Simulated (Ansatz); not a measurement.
System: Cs₂H₄Pb.

```yaml
crystal:
  lattice:
    - [0.00000, 3.41998, 0.00000]
    - [-4.00407, 0.00000, 0.00000]
    - [0.00000, 0.00000, 19.86763]
  atoms:
    - { symbol: Cs, position: [0.00000, 0.00000, 0.17577] }
    - { symbol: Cs, position: [0.50000, 0.50000, 0.67577] }
    - { symbol: Cs, position: [0.50000, 0.50000, 0.32423] }
    - { symbol: Cs, position: [0.00000, 0.00000, 0.82423] }
    - { symbol: H, position: [0.00000, 0.00000, 0.35817] }
    - { symbol: H, position: [0.50000, 0.50000, 0.85817] }
    - { symbol: H, position: [0.50000, 0.50000, 0.14183] }
    - { symbol: H, position: [0.00000, 0.00000, 0.64183] }
    - { symbol: H, position: [0.00000, 0.50000, 0.44531] }
    - { symbol: H, position: [0.50000, 0.00000, 0.94531] }
    - { symbol: H, position: [0.50000, 0.00000, 0.05469] }
    - { symbol: H, position: [0.00000, 0.50000, 0.55469] }
    - { symbol: Pb, position: [0.00000, 0.50000, 0.00000] }
    - { symbol: Pb, position: [0.50000, 0.00000, 0.50000] }
```

Space group Immm; a structure from a database of computed crystals, not necessarily the ambient phase; started from the Mn2B4Mo-71 prototype, which need not be the ambient phase.

Level of theory: DFT, PBEsol, plane waves, PAW in Ansatz 0.2.0.

> What will maps of the valence pseudo-density and electron localisation function show?

Cs–H (2.95 Å): the density is about 0.14 e/Å³ at the midpoint; the ELF climbs to about 1 towards the hydrogen.

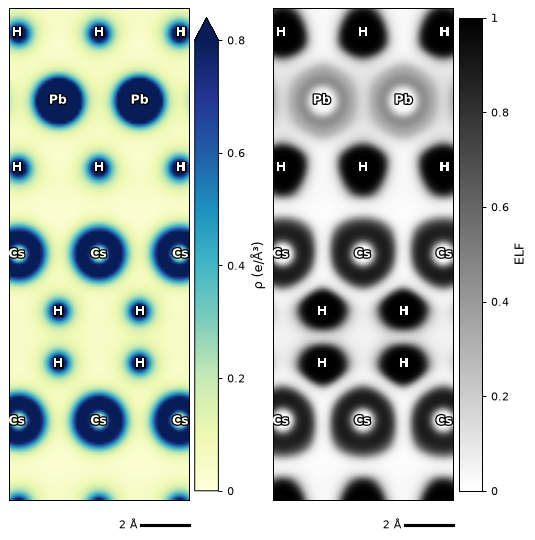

Computed valence pseudo-density and electron localisation function on the (010) plane of the conventional cell, in this order. 

Core electrons are frozen (PAW), and the valence fields are smoothed inside the atomic spheres.
